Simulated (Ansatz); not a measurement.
The calculation's input:

```
crystal:
  periodic: [false, false, false]
  atoms:
    - {symbol: Sr, position_ang: [-0.968548, 0.874650, 3.807081]}
    - {symbol: Sr, position_ang: [1.055540, -0.888101, -3.885474]}
    - {symbol: Sr, position_ang: [-0.086992, 0.013461, 0.078402]}
basis:
  gaussian: {orbitals: def2-TZVP, initial_orbitals: start.molden}
total_charge: 1
magnetization: {spin_polarized: true, initial_magnetization: 3}
hamiltonian: {xc: pbe0}
output: {orbitals: {seedname: orbitals}}
```

Command:

```sh
ansatz run in.yaml --threads 4 --pin off --events-out ev --progress --plain --max-ram 3916MiB
```

Geometry: r2SCAN/def2-TZVP; core potentials replace the inner electrons of Sr.

Theory: Ansatz, UKS PBE0/def2-TZVP.

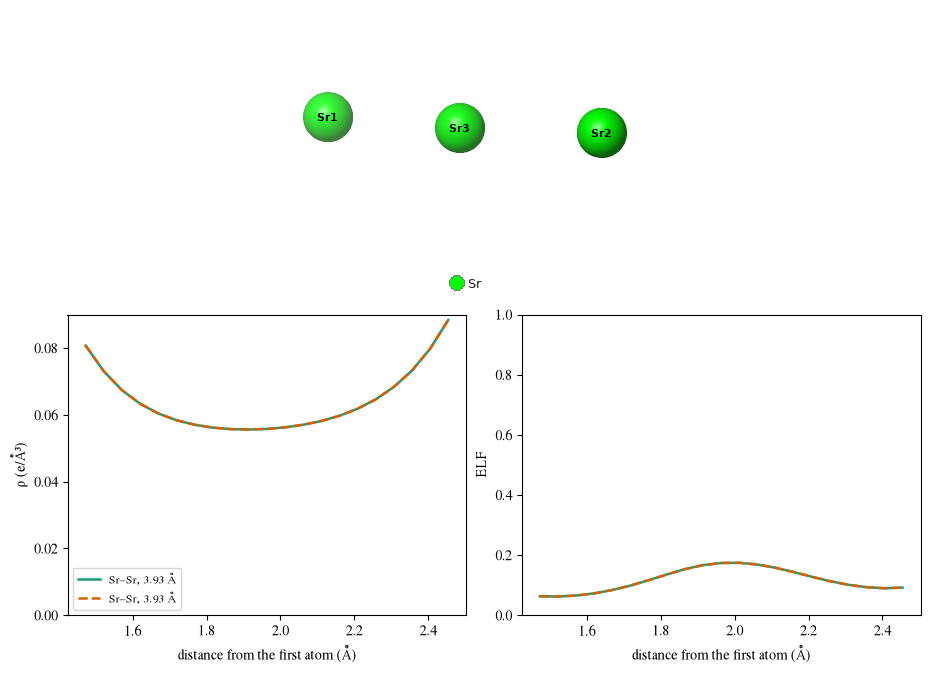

Sr···Sr···Sr (charge +1, quartet). Electron density and ELF along straight lines between neighbouring atoms. The curves leave out the atomic cores. The structure is drawn too.

> Compare the contacts.

Sr–Sr (3.93 Å): ρ is about 0.06 e/Å³ halfway; the ELF is about 0.15 at the midpoint.
Sr1···Sr3 (3.93 Å): the density falls to about 0.06 e/Å³ on the way; the ELF is about 0.15 at the midpoint.
